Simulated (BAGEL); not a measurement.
**HF/def2-SVPD (density fitting with qzvpp-jkfit) run of BNH2ClF (SMILES NB(F)Cl)**

What is the vertical ionisation energy of BNH2ClF at HF/def2-SVPD (density fitting with qzvpp-jkfit)? 

The calculation is run with BAGEL 1.2.2.

1 further run of the same task is left out (set aside as unsound or not needed).

**1. The system as given**

The species is BNH2ClF (6 atoms), meant as a singlet with charge 0. As SMILES, `NB(F)Cl`. The coordinates come from a PBE0-D4/def2-TZVP relaxation.

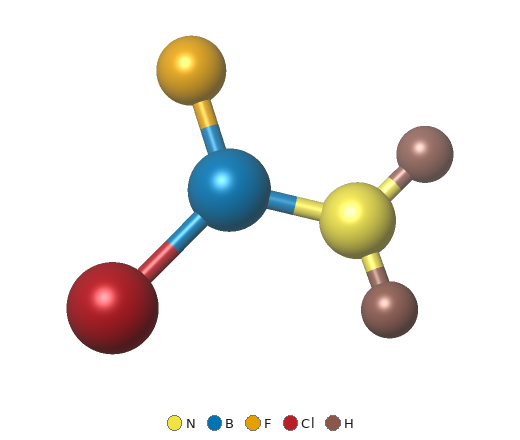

Viewed from a chosen angle; nitrogen yellow, boron blue, fluorine amber, chlorine red, hydrogen brown.

**2. The energy at HF/def2-SVPD (density fitting with qzvpp-jkfit)**

Contents of job.json:

```json
{ "bagel": [

{
  "title": "molecule",
  "basis": "def2-svpd.json",
  "df_basis": "qzvpp-jkfit",
  "angstrom": true,
  "geometry": [
    { "atom": "N", "xyz": [    0.003800,    0.770700,    0.025500 ] },
    { "atom": "B", "xyz": [    0.054900,   -0.615400,    0.062700 ] },
    { "atom": "F", "xyz": [    0.564800,   -1.245700,    1.114600 ] },
    { "atom": "Cl", "xyz": [   -0.552600,   -1.588800,   -1.279200 ] },
    { "atom": "H", "xyz": [   -0.374400,    1.278900,   -0.752600 ] },
    { "atom": "H", "xyz": [    0.345800,    1.336500,    0.782800 ] }
  ]
},
{
  "title": "hf"
},
{
  "title": "print",
  "file": "orbitals.molden",
  "orbitals": true
}

]}
```

The basis set def2-SVPD is read from a file made from the Basis Set Exchange's data (not shown).

Launch:

```bash
BAGEL_NUM_THREADS=1 BAGEL job.json > job.out
```

What it wrote:

```text
* using 1 threads per process

  ===============================================================
  ===============================================================

  *** Geometry ***

  { "atom" : "N", "xyz" : [      0.007181,      1.456412,      0.048188 ] },
  { "atom" : "B", "xyz" : [      0.103746,     -1.162937,      0.118486 ] },
  { "atom" : "F", "xyz" : [      1.067317,     -2.354032,      2.106289 ] },
  { "atom" : "Cl", "xyz" : [     -1.044263,     -3.002397,     -2.417338 ] },
  { "atom" : "H", "xyz" : [     -0.707513,      2.416771,     -1.422208 ] },
  { "atom" : "H", "xyz" : [      0.653467,      2.525619,      1.479278 ] },

  Number of auxiliary basis functions:      393

  Since a DF basis is specified, we compute 2- and 3-index integrals:
    o Being stored without compression. Storage requirement is 0.035 GB

  Number of basis functions:      106
  Number of electrons      :       40

    * METHOD: MOLECULE                             0.14

  *** RHF ***

  === Nuclear Repulsion ===
   143.1489945508

      * DIIS with orbital gradients will be used.

  === RHF iteration (def2-svpd.json) ===
      0       -638.87112726          0.01992447           0.05
      1       -639.05217353          0.01309384           0.05
      2       -639.12965966          0.00154442           0.05
      3       -639.13105926          0.00055911           0.05
      4       -639.13122638          0.00011940           0.05
      5       -639.13123575          0.00003236           0.05
      6       -639.13123682          0.00001125           0.05
      7       -639.13123698          0.00000250           0.05
      8       -639.13123699          0.00000071           0.05
      9       -639.13123699          0.00000028           0.05
     10       -639.13123699          0.00000008           0.05
     11       -639.13123699          0.00000002           0.05
     12       -639.13123699          0.00000001           0.05
    * SCF iteration converged.

    * Permanent dipole moment:
           (    0.020914,    -1.132040,    -0.014279) a.u.

    * METHOD: HF                                   0.78

    * METHOD: PRINT                                0.02

  ===============================================================
```

It took 1.1 s on 1 thread of Arm Neoverse V2, shared host.

**3. The doublet cation**

Contents of input.json:

```json
{ "bagel" : [

{
  "title" : "molecule",
  "basis" : "def2-svpd.json",
  "df_basis" : "qzvpp-jkfit",
  "angstrom" : true,
  "geometry" : [
    { "atom" : "N", "xyz" : [    0.003800,    0.770700,    0.025500 ] },
    { "atom" : "B", "xyz" : [    0.054900,   -0.615400,    0.062700 ] },
    { "atom" : "F", "xyz" : [    0.564800,   -1.245700,    1.114600 ] },
    { "atom" : "Cl", "xyz" : [   -0.552600,   -1.588800,   -1.279200 ] },
    { "atom" : "H", "xyz" : [   -0.374400,    1.278900,   -0.752600 ] },
    { "atom" : "H", "xyz" : [    0.345800,    1.336500,    0.782800 ] }
  ]
},
{
  "title" : "uhf",
  "charge" : 1,
  "nopen" : 1
},
{
  "title" : "print",
  "file" : "orbitals.molden",
  "orbitals" : true
}

]}
```

The basis set def2-SVPD is read from a file made from the Basis Set Exchange's data (not shown).

Launch:

```bash
BAGEL_NUM_THREADS=1 BAGEL input.json > input.out
```

What it wrote:

```text
* using 1 threads per process

  ===============================================================
  ===============================================================

  *** Geometry ***

  { "atom" : "N", "xyz" : [      0.007181,      1.456412,      0.048188 ] },
  { "atom" : "B", "xyz" : [      0.103746,     -1.162937,      0.118486 ] },
  { "atom" : "F", "xyz" : [      1.067317,     -2.354032,      2.106289 ] },
  { "atom" : "Cl", "xyz" : [     -1.044263,     -3.002397,     -2.417338 ] },
  { "atom" : "H", "xyz" : [     -0.707513,      2.416771,     -1.422208 ] },
  { "atom" : "H", "xyz" : [      0.653467,      2.525619,      1.479278 ] },

  Number of auxiliary basis functions:      393

  Since a DF basis is specified, we compute 2- and 3-index integrals:
    o Being stored without compression. Storage requirement is 0.035 GB

  Number of basis functions:      106
  Number of electrons      :       40

    * METHOD: MOLECULE                             0.14

  *** Open-shell HF ***

  === Nuclear Repulsion ===
   143.1489945508

      * DIIS with orbital gradients will be used.

  === UHF iteration (def2-svpd.json) ===
      0       -638.50602386          0.03574091           0.09
      1       -638.66196485          0.02587612           0.09
      2       -638.71633009          0.01506092           0.09
      3       -638.75008668          0.00184068           0.09
      4       -638.75368660          0.00113654           0.09
      5       -638.75565274          0.00068925           0.09
      6       -638.75691990          0.00027057           0.09
      7       -638.75719631          0.00013646           0.09
      8       -638.75730620          0.00007168           0.09
      9       -638.75731961          0.00002048           0.09
     10       -638.75732493          0.00000729           0.09
     11       -638.75732585          0.00000525           0.09
     12       -638.75732630          0.00000227           0.09
     13       -638.75732637          0.00000073           0.09
     14       -638.75732637          0.00000025           0.09
     15       -638.75732637          0.00000012           0.09
     16       -638.75732637          0.00000005           0.09
     17       -638.75732637          0.00000002           0.09
     18       -638.75732637          0.00000001           0.09
     19       -638.75732637          0.00000001           0.09
    * SCF iteration converged.

    * S^2 (UHF) is 0.7618

    * Permanent dipole moment:
           (   -0.045491,    -3.074955,    -0.255434) a.u.

    * METHOD: UHF                                  2.00

    * METHOD: PRINT                                0.02

  ===============================================================
```

Run time: 2.3 s. Hardware: 1 thread of Arm Neoverse V2, shared host.

**4. What came out**

Level: HF/def2-SVPD (density fitting with qzvpp-jkfit).

| quantity | value |
| --- | --- |
| singlet BNH2ClF: total energy | -639.13124 Eh |
| singlet BNH2ClF: dipole moment | 2.88 D |
| singlet BNH2ClF: HOMO energy | -12.13 eV |
| singlet BNH2ClF: LUMO energy | 1.80 eV |
| singlet BNH2ClF: HOMO–LUMO gap | 13.92 eV |
| doublet cation: total energy | -638.75733 Eh |
| doublet cation: ⟨S²⟩ | 0.762 |
| vertical ionisation energy (to the doublet cation) | 10.175 eV |

In words: Removing an electron at fixed nuclei costs 10.17 eV (235 kcal/mol). The negative HOMO energy of the first species, 12.13 eV, lies 1.95 eV above that difference.
